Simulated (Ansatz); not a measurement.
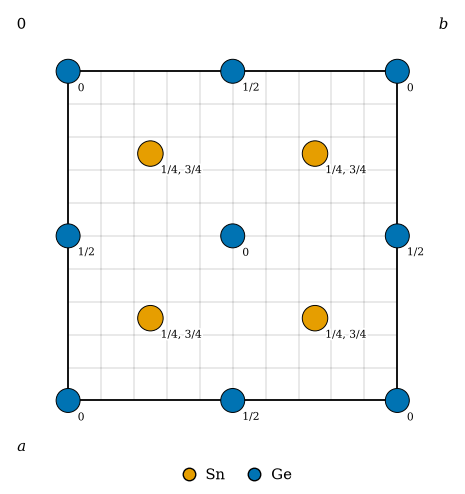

Plan of a unit cell projected along c (a down the page, b across); the numbers are heights as fractions of c, and atoms on the cell's edges are repeated. The grid marks tenths of a and b. Source: the end point of a relaxation with Ansatz 0.2.0, DFT LDA, scalar-relativistic, plane waves, PAW; the starting structure was generated, so it need not be a known form of this composition. Symmetry computed with spglib at a tolerance of 0.002 Å; standard conventional cell.

a = 6.799 Å, b = 6.799 Å, c = 6.799 Å, α = 90.00°, β = 90.00°, γ = 90.00°.

What does the cell contain?

Answer. 8 Sn, 4 Ge: Sn2Ge, Z = 4.

Which space group?

Answer. Fm-3m (No. 225), face-centred cubic.

Give the fractional coordinates of all atoms, to two places.

Answer.
```
atom     x     y     z
  Sn  0.25  0.25  0.75
  Sn  0.25  0.75  0.75
  Ge  0.00  0.00  0.00
  Sn  0.25  0.75  0.25
  Sn  0.25  0.25  0.25
  Ge  0.00  0.50  0.50
  Sn  0.75  0.25  0.25
  Sn  0.75  0.75  0.25
  Ge  0.50  0.00  0.50
  Sn  0.75  0.75  0.75
  Sn  0.75  0.25  0.75
  Ge  0.50  0.50  0.00
```
